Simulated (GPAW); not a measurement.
**Property calculation, with input and output: SiHOF**

System: SiHOF, SMILES O[Si]F.
Method: PBE/dzp, scalar-relativistic datasets (GPAW 26.7.0).

The geometry comes from this level: GFN2-xTB.

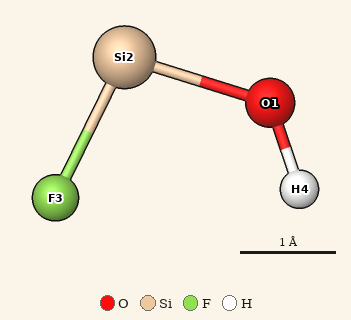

Fig. 1: The structure (ball-and-stick view, seen on its broad side; atoms are numbered from 1 in the order of the input). Bond lengths as drawn: F–Si 1.65 Å, H–O 0.96 Å and O–Si 1.61 Å.

### Key numbers

- outcome: converged
- energy relative to the program's reference atoms: −19.1636 eV
- basis functions: 44
- largest force: 2.300 eV/Å
- HOMO: −6.28 eV
- LUMO: −2.03 eV
- dipole moment: 1.18 D
- hardware: 1 thread of Arm Neoverse V2, 112 GiB of memory available, shared host
- wall time: 7.1 s
- peak memory: 0.54 GiB

### Input file (sp.py)
```python
import numpy as np
from ase.io import read
from ase.units import Debye
from gpaw import GPAW

# Set up the molecule
atoms = read("gs.xyz")
atoms.center(vacuum=4.5)

# DFT calculator
calc = GPAW(mode="lcao", basis="dzp", h=0.18, xc="PBE", maxiter=150, txt="-")
atoms.calc = calc

energy = atoms.get_potential_energy()
print(f"Energy                  {energy:.5f} eV")
forces = atoms.get_forces()
print("Forces (eV/Ang)")
for symbol, f in zip(atoms.symbols, forces):
    print(f'{symbol:2} {f[0]:9.4f} {f[1]:9.4f} {f[2]:9.4f}')
dipole = atoms.get_dipole_moment() / Debye
print(f"Dipole: {np.linalg.norm(dipole):.3f} D")
homo, lumo = calc.get_homo_lumo()
print(f"HOMO: {homo:.3f} eV")
print(f"LUMO: {lumo:.3f} eV")
print(f"Gap = {lumo - homo:.3f} eV")
```

### File gs.xyz
```
4

O     -0.560720     0.735830    -0.178750
Si     0.270050     0.078240     1.029450
F      0.903200    -1.214360     0.226270
H     -0.612530     0.400300    -1.076970
```

Launched with:
```bash
python3 -u sp.py | tee sp.out
```

### Output
```
__  _  _
 | _ |_)|_||  |
 |__||  | ||/\| - 26.7.0

units:  Angstrom and eV
cores:  1
OpenMP: False

Versions:
  Python: 3.12.14
  ASE:    3.29.0
  Numpy:  2.5.5
  Scipy:  1.18.1
  Libxc:  7.0.0

        _gpaw.cpython-312-aarch64-linux-gnu.so

Input parameters:
  mode=LCAO(),
  basis={'default': 'dzp'},
  h=0.18,
  maxiter=150,
  xc=XC(name='PBE')
        .-------------------------.
       /|                         |
      / |                         |
     /  |                         |
    /   |                         |
   /    |                         |
  /     |                         |
 *      |                         |
 |      |                         |
 |      |         Si              |
 |      |       O                 |
 |      |       H  F              |
 |      |                         |
 |      |                         |
 |      .-------------------------.
 |     /                         /
 |    /                         /
 |   /                         /
 |  /                         /
 | /                         /
 |/                         /
 *-------------------------*

Atoms  # Å, Bohr magnetons
|   | symbol |        x |        y |        z |    initial magnetic moments |
|---|--------|----------|----------|----------|-----------------------------|
| 0 |      O | 4.551810 | 6.450190 | 5.398220 | ( 0.0000,  0.0000,  0.0000) |
| 1 |     Si | 5.382580 | 5.792600 | 6.606420 | ( 0.0000,  0.0000,  0.0000) |
| 2 |      F | 6.015730 | 4.500000 | 5.803240 | ( 0.0000,  0.0000,  0.0000) |
| 3 |      H | 4.500000 | 6.114660 | 4.500000 | ( 0.0000,  0.0000,  0.0000) |

Unit cell  # Å
| periodic |         x |         y |         z |   lengths |    angles |
|----------|-----------|-----------|-----------|-----------|-----------|
|       no | 10.515730 |  0.000000 |  0.000000 | 10.515730 | 90.000000 |
|       no |  0.000000 | 10.950190 |  0.000000 | 10.950190 | 90.000000 |
|       no |  0.000000 |  0.000000 | 11.106420 | 11.106420 | 90.000000 |

Number of symmetries: 1
Symmetry operations  # r_c * U_cc + t_c -> r_c
|   | kind |            matrix            |
|---|------|------------------------------|
| 0 |  E   |  1, 0, 0,  0, 1, 0,  0, 0, 1 |

BZ-sampling:
  Number of BZ points: 1
  Number of IBZ points: 1

  Monkhorst-Pack size: [1, 1, 1]
  Monkhorst-Pack shift: [0, 0, 0]

K-points  # in reciprocal-cell coordinates
|   |                                coordinates |     weight |
|---|--------------------------------------------|------------|
| 0 | (  0.00000000,   0.00000000,   0.00000000) | 1.00000000 |

basis functions: 44
Spin-components: 1 (collinear spins)
Bands:           13
Projectors:      18
Spin-degeneracy: 2
Datatype:        <class 'float'>

  Storage: CPU
  Wave functions: 4_576 bytes (4_576 per core)

Parallelization:
  kpt:    1
  domain: 1
  band:   1

Density:
  Valence electrons: 18.0
  Components: 1
  Grid points: [60 60 60]
  Charge: 0.0  # |e|

Potential:
  Grid points: [60 60 60]

species:
  O:
    name:    Oxygen
    Z:       8.0
    valence: 6
    core:    2
    charge:  0.0  # [|e|]
    file:    O.PBE.gz
    compensation charges:
      type: gauss
      rc: 0.21  # [Å]
      lmax: 2
    cutoffs:
      filter: 1.17  # [Å]
      core: 0.83  # [Å]
    projectors
    | kind |    occ | energy [eV] | rcut [Å] |
    |------|--------|-------------|----------|
    |   2s |  2.000 |     -23.961 |    0.688 |
    |   2p |  4.000 |      -9.029 |    0.598 |
    |    s |        |       3.251 |    0.688 |
    |    p |        |      18.182 |    0.598 |
    |    d |        |       0.000 |    0.619 |

    LCAO basis set for O:
      Name: dzp
      File: O.dzp.basis.gz
      Number of radial functions: 5
      Number of spherical harmonics: 13
        l=0, rc=4.3438 Bohr: 2s-sz confined orbital
        l=1, rc=5.3906 Bohr: 2p-sz confined orbital
        l=0, rc=2.2969 Bohr: 2s-dz split-valence wave
        l=1, rc=2.8906 Bohr: 2p-dz split-valence wave
        l=2, rc=5.3906 Bohr: d-type Gaussian polarization
      Number of RI-basis functions 0

  Si:
    name:    Silicon
    Z:       14.0
    valence: 4
    core:    10
    charge:  0.0  # [|e|]
    file:    Si.PBE.gz
    compensation charges:
      type: gauss
      rc: 0.33  # [Å]
      lmax: 2
    cutoffs:
      filter: 1.86  # [Å]
      core: 2.06  # [Å]
    projectors
    | kind |    occ | energy [eV] | rcut [Å] |
    |------|--------|-------------|----------|
    |   3s |  2.000 |     -10.812 |    1.058 |
    |   3p |  2.000 |      -4.081 |    1.058 |
    |    s |        |      16.399 |    1.058 |
    |    p |        |      23.130 |    1.058 |
    |    d |        |       0.000 |    1.058 |

    LCAO basis set for Si:
      Name: dzp
      File: Si.dzp.basis.gz
      Number of radial functions: 5
      Number of spherical harmonics: 13
        l=0, rc=6.8594 Bohr: 3s-sz confined orbital
        l=1, rc=9.0625 Bohr: 3p-sz confined orbital
        l=0, rc=3.8906 Bohr: 3s-dz split-valence wave
        l=1, rc=5.2344 Bohr: 3p-dz split-valence wave
        l=2, rc=9.0625 Bohr: d-type Gaussian polarization
      Number of RI-basis functions 0

  F:
    name:    Fluorine
    Z:       9.0
    valence: 7
    core:    2
    charge:  0.0  # [|e|]
    file:    F.PBE.gz
    compensation charges:
      type: gauss
      rc: 0.20  # [Å]
      lmax: 2
    cutoffs:
      filter: 1.14  # [Å]
      core: 0.74  # [Å]
    projectors
    | kind |    occ | energy [eV] | rcut [Å] |
    |------|--------|-------------|----------|
    |   2s |  2.000 |     -29.898 |    0.635 |
    |   2p |  5.000 |     -11.110 |    0.635 |
    |    s |        |      -2.687 |    0.635 |
    |    p |        |      16.102 |    0.635 |
    |    d |        |       0.000 |    0.635 |

    LCAO basis set for F:
      Name: dzp
      File: F.dzp.basis.gz
      Number of radial functions: 5
      Number of spherical harmonics: 13
        l=0, rc=3.8594 Bohr: 2s-sz confined orbital
        l=1, rc=4.8750 Bohr: 2p-sz confined orbital
        l=0, rc=2.0156 Bohr: 2s-dz split-valence wave
        l=1, rc=2.6094 Bohr: 2p-dz split-valence wave
        l=2, rc=4.8750 Bohr: d-type Gaussian polarization
      Number of RI-basis functions 0

  H:
    name:    Hydrogen
    Z:       1.0
    valence: 1
    core:    0
    charge:  0.0  # [|e|]
    file:    H.PBE.gz
    compensation charges:
      type: gauss
      rc: 0.15  # [Å]
      lmax: 2
    cutoffs:
      filter: 0.85  # [Å]
      core: 0.53  # [Å]
    projectors
    | kind |    occ | energy [eV] | rcut [Å] |
    |------|--------|-------------|----------|
    |   1s |  1.000 |      -6.494 |    0.476 |
    |    s |        |      20.717 |    0.476 |
    |    p |        |       0.000 |    0.476 |

    LCAO basis set for H:
      Name: dzp
      File: H.dzp.basis.gz
      Number of radial functions: 3
      Number of spherical harmonics: 5
        l=0, rc=6.4219 Bohr: 1s-sz confined orbital
        l=0, rc=3.6094 Bohr: 1s-dz split-valence wave
        l=1, rc=6.4219 Bohr: p-type Gaussian polarization
      Number of RI-basis functions 0

Reference energy: -12653.767499  # eV

eigensolver:
  <gpaw.new.lcao.eigensolver.LCAOEigensolver object at 0xe8cc025d17f0>
density mixing:
  MSR1-Mixer
  Pratt-step length: 0.05
  Maximum mixing coefficient: 0.75
  Old densities: 10
  SVD Regularization: 0.005
  Good broyden scale: 1.0
  Trust region scale: 1.0
  Backstep threshold: 4.0
  History deletion threshold: 6.0
  Fourier metric: weight=20.0, sigma=0.015

occupation numbers:
  # Zero width

FastPoissonSolver using
    Stencil: 6*3+1=19 point O(h^6) finite-difference Laplacian
    FFT axes: []
    FST axes: [np.int64(0), np.int64(1), np.int64(2)]

xc functional:
  name: PBE with 2 nearest neighbor stencil
interpolation: tri-quintic # 5. degree polynomial

        .-------------------------.
       /|                         |
      / |                         |
     /  |                         |
    /   |                         |
   /    |                         |
  /     |                         |
 *      |                         |
 |      |                         |
 |      |         Si              |
 |      |       O                 |
 |      |       H  F              |
 |      |                         |
 |      |                         |
 |      .-------------------------.
 |     /                         /
 |    /                         /
 |   /                         /
 |  /                         /
 | /                         /
 |/                         /
 *-------------------------*

Atoms  # Å, Bohr magnetons
|   | symbol |        x |        y |        z |    initial magnetic moments |
|---|--------|----------|----------|----------|-----------------------------|
| 0 |      O | 4.551810 | 6.450190 | 5.398220 | ( 0.0000,  0.0000,  0.0000) |
| 1 |     Si | 5.382580 | 5.792600 | 6.606420 | ( 0.0000,  0.0000,  0.0000) |
| 2 |      F | 6.015730 | 4.500000 | 5.803240 | ( 0.0000,  0.0000,  0.0000) |
| 3 |      H | 4.500000 | 6.114660 | 4.500000 | ( 0.0000,  0.0000,  0.0000) |

Unit cell  # Å
| periodic |         x |         y |         z |   lengths |    angles |
|----------|-----------|-----------|-----------|-----------|-----------|
|       no | 10.515730 |  0.000000 |  0.000000 | 10.515730 | 90.000000 |
|       no |  0.000000 | 10.950190 |  0.000000 | 10.950190 | 90.000000 |
|       no |  0.000000 |  0.000000 | 11.106420 | 11.106420 | 90.000000 |

Number of symmetries: 1
Symmetry operations  # r_c * U_cc + t_c -> r_c
|   | kind |            matrix            |
|---|------|------------------------------|
| 0 |  E   |  1, 0, 0,  0, 1, 0,  0, 0, 1 |

BZ-sampling:
  Number of BZ points: 1
  Number of IBZ points: 1

  Monkhorst-Pack size: [1, 1, 1]
  Monkhorst-Pack shift: [0, 0, 0]

K-points  # in reciprocal-cell coordinates
|   |                                coordinates |     weight |
|---|--------------------------------------------|------------|
| 0 | (  0.00000000,   0.00000000,   0.00000000) | 1.00000000 |

basis functions: 44
Spin-components: 1 (collinear spins)
Bands:           13
Projectors:      18
Spin-degeneracy: 2
Datatype:        <class 'float'>

  Storage: CPU
  Wave functions: 4_576 bytes (4_576 per core)

Parallelization:
  kpt:    1
  domain: 1
  band:   1

Density:
  Valence electrons: 18.0
  Components: 1
  Grid points: [60 60 60]
  Charge: 0.0  # |e|

Potential:
  Grid points: [60 60 60]

species:
  O:
    name:    Oxygen
    Z:       8.0
    valence: 6
    core:    2
    charge:  0.0  # [|e|]
    file:    O.PBE.gz
    compensation charges:
      type: gauss
      rc: 0.21  # [Å]
      lmax: 2
    cutoffs:
      filter: 1.17  # [Å]
      core: 0.83  # [Å]
    projectors
    | kind |    occ | energy [eV] | rcut [Å] |
    |------|--------|-------------|----------|
    |   2s |  2.000 |     -23.961 |    0.688 |
    |   2p |  4.000 |      -9.029 |    0.598 |
    |    s |        |       3.251 |    0.688 |
    |    p |        |      18.182 |    0.598 |
    |    d |        |       0.000 |    0.619 |

    LCAO basis set for O:
      Name: dzp
      File: O.dzp.basis.gz
      Number of radial functions: 5
      Number of spherical harmonics: 13
        l=0, rc=4.3438 Bohr: 2s-sz confined orbital
        l=1, rc=5.3906 Bohr: 2p-sz confined orbital
        l=0, rc=2.2969 Bohr: 2s-dz split-valence wave
        l=1, rc=2.8906 Bohr: 2p-dz split-valence wave
        l=2, rc=5.3906 Bohr: d-type Gaussian polarization
      Number of RI-basis functions 0

  Si:
    name:    Silicon
    Z:       14.0
    valence: 4
    core:    10
    charge:  0.0  # [|e|]
    file:    Si.PBE.gz
    compensation charges:
      type: gauss
      rc: 0.33  # [Å]
      lmax: 2
    cutoffs:
      filter: 1.86  # [Å]
      core: 2.06  # [Å]
    projectors
    | kind |    occ | energy [eV] | rcut [Å] |
    |------|--------|-------------|----------|
    |   3s |  2.000 |     -10.812 |    1.058 |
    |   3p |  2.000 |      -4.081 |    1.058 |
    |    s |        |      16.399 |    1.058 |
    |    p |        |      23.130 |    1.058 |
    |    d |        |       0.000 |    1.058 |

    LCAO basis set for Si:
      Name: dzp
      File: Si.dzp.basis.gz
      Number of radial functions: 5
      Number of spherical harmonics: 13
        l=0, rc=6.8594 Bohr: 3s-sz confined orbital
        l=1, rc=9.0625 Bohr: 3p-sz confined orbital
        l=0, rc=3.8906 Bohr: 3s-dz split-valence wave
        l=1, rc=5.2344 Bohr: 3p-dz split-valence wave
        l=2, rc=9.0625 Bohr: d-type Gaussian polarization
      Number of RI-basis functions 0

  F:
    name:    Fluorine
    Z:       9.0
    valence: 7
    core:    2
    charge:  0.0  # [|e|]
    file:    F.PBE.gz
    compensation charges:
      type: gauss
      rc: 0.20  # [Å]
      lmax: 2
    cutoffs:
      filter: 1.14  # [Å]
      core: 0.74  # [Å]
    projectors
    | kind |    occ | energy [eV] | rcut [Å] |
    |------|--------|-------------|----------|
    |   2s |  2.000 |     -29.898 |    0.635 |
    |   2p |  5.000 |     -11.110 |    0.635 |
    |    s |        |      -2.687 |    0.635 |
    |    p |        |      16.102 |    0.635 |
    |    d |        |       0.000 |    0.635 |

    LCAO basis set for F:
      Name: dzp
      File: F.dzp.basis.gz
      Number of radial functions: 5
      Number of spherical harmonics: 13
        l=0, rc=3.8594 Bohr: 2s-sz confined orbital
        l=1, rc=4.8750 Bohr: 2p-sz confined orbital
        l=0, rc=2.0156 Bohr: 2s-dz split-valence wave
        l=1, rc=2.6094 Bohr: 2p-dz split-valence wave
        l=2, rc=4.8750 Bohr: d-type Gaussian polarization
      Number of RI-basis functions 0

  H:
    name:    Hydrogen
    Z:       1.0
    valence: 1
    core:    0
    charge:  0.0  # [|e|]
    file:    H.PBE.gz
    compensation charges:
      type: gauss
      rc: 0.15  # [Å]
      lmax: 2
    cutoffs:
      filter: 0.85  # [Å]
      core: 0.53  # [Å]
    projectors
    | kind |    occ | energy [eV] | rcut [Å] |
    |------|--------|-------------|----------|
    |   1s |  1.000 |      -6.494 |    0.476 |
    |    s |        |      20.717 |    0.476 |
    |    p |        |       0.000 |    0.476 |

    LCAO basis set for H:
      Name: dzp
      File: H.dzp.basis.gz
      Number of radial functions: 3
      Number of spherical harmonics: 5
        l=0, rc=6.4219 Bohr: 1s-sz confined orbital
        l=0, rc=3.6094 Bohr: 1s-dz split-valence wave
        l=1, rc=6.4219 Bohr: p-type Gaussian polarization
      Number of RI-basis functions 0

Reference energy: -12653.767499  # eV

eigensolver:
  <gpaw.new.lcao.eigensolver.LCAOEigensolver object at 0xe8cc024aaf60>
density mixing:
  MSR1-Mixer
  Pratt-step length: 0.05
  Maximum mixing coefficient: 0.75
  Old densities: 10
  SVD Regularization: 0.005
  Good broyden scale: 1.0
  Trust region scale: 1.0
  Backstep threshold: 4.0
  History deletion threshold: 6.0
  Fourier metric: weight=20.0, sigma=0.015

occupation numbers:
  # Zero width

FastPoissonSolver using
    Stencil: 6*3+1=19 point O(h^6) finite-difference Laplacian
    FFT axes: []
    FST axes: [np.int64(0), np.int64(1), np.int64(2)]

xc functional:
  name: PBE with 2 nearest neighbor stencil
interpolation: tri-quintic # 5. degree polynomial

Initialization done in: 3.134 s

convergence criteria:
- Maximum [total energy] change in last 3 cyles: 0.0005 eV / valence electron
- Maximum integral of absolute [dens]ity change: 0.0001 electrons / valence electron
- Maximum integral of absolute [eigenst]ate change: 4e-08 eV^2 / valence electron
maximum number of iterations: 150

SCF iterations
|iter     |     time |      energy | eigst |  dens |
|---------|----------|-------------|-------|-------|
|iter:   1| 00:00:03 |  -20.662153 |      c|       |
|iter:   2| 00:00:03 |  -20.280558 |      c| -0.86 |
|iter:   3| 00:00:04 |  -19.181295 |      c| -0.91 |
|iter:   4| 00:00:04 |  -19.166919 |      c| -1.42 |
|iter:   5| 00:00:05 |  -19.164206 |      c| -1.73 |
|iter:   6| 00:00:05 |  -19.163658c|      c| -2.56 |
|iter:   7| 00:00:05 |  -19.163634c|      c| -2.95 |
|iter:   8| 00:00:06 |  -19.163633c|      c| -3.51 |
|iter:   9| 00:00:06 |  -19.163633c|      c| -4.21c|

Converged in 9 steps
SCF loop duration: 3.335 s (0.371 s/step)
Energy contributions relative to reference atoms: (reference = -12653.767499)

Energy contributions:
  Kinetic:          29.412701
  Coulomb:         -27.942373
  Zero:              0.411551
  External:          0.000000
  Xc:              -21.045512
  Entropy:           0.000000
  Spinorbit:         0.000000
  ----------------------------
  Free energy:     -19.163633
  Extrapolated:    -19.163633

dipole moment: (-0.112675, 0.070366, -0.205903)  # |e|*Ang

Fermi level: -4.158
Eigenvalues  # (at kpt = [0.000, 0.000, 0.000])
| band index |      eig [eV] | occ [0-2] |
|------------|---------------|-----------|
|          0 |       -28.857 |     2.000 |
|          1 |       -25.488 |     2.000 |
|          2 |       -14.347 |     2.000 |
|          3 |       -11.722 |     2.000 |
|          4 |        -9.927 |     2.000 |
|          5 |        -9.870 |     2.000 |
|          6 |        -8.470 |     2.000 |
|          7 |        -8.289 |     2.000 |
|          8 |        -6.282 |     2.000 |
|          9 |        -2.033 |     0.000 |
|         10 |         0.201 |     0.000 |
|         11 |         1.251 |     0.000 |
|         12 |         2.733 |     0.000 |

Gap: 4.250 eV
Transition (v -> c):
  (s=0, k=0, n=8, [0.00, 0.00, 0.00]) -> (s=0, k=0, n=9, [0.00, 0.00, 0.00])
No difference between direct/indirect transitions
vacuum-level: 0.000  # V
Energy                  -19.16363 eV

Forces  # eV/Ang
|        x |        y |        z |
|----------|----------|----------|
| -1.35678 |  1.82313 | -0.35565 |  # O    0
|  0.79130 | -0.35160 |  1.76312 |  # Si   1
|  0.61363 | -0.97902 | -0.18871 |  # F    2
|  0.03336 | -0.58736 | -1.14844 |  # H    3

Force computation time: 0.100  # s
Forces (eV/Ang)
O    -1.3568    1.8231   -0.3556
Si    0.7913   -0.3516    1.7631
F     0.6136   -0.9790   -0.1887
H     0.0334   -0.5874   -1.1484
Dipole: 1.177 D
HOMO: -6.282 eV
LUMO: -2.033 eV
Gap = 4.250 eV
```

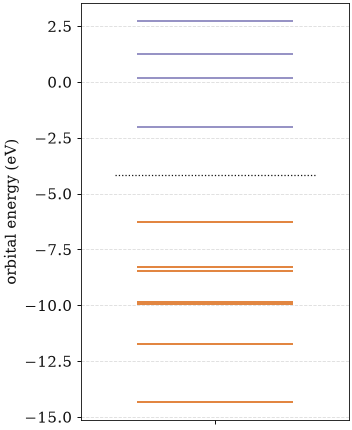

Fig. 2: Orbital energies near the frontier; the dotted line parts filled from empty levels, and levels within 0.02 eV of each other stand side by side. Highest filled −6.28 eV, lowest empty −2.03 eV, 4.25 eV apart.
